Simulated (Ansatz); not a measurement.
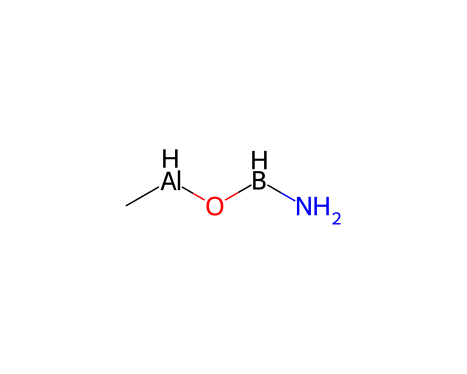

(Drawn from a calculation with Ansatz.)

Q: Write the SMILES.

A: [CH3][AlH][O]BN

Q: Give the formula, hydrogens included.

A: CH7AlBNO.

Q: An optimisation with PBE0-D4/def2-TZVP gave a structure of which point group?

A: C1. Other conformers may differ.
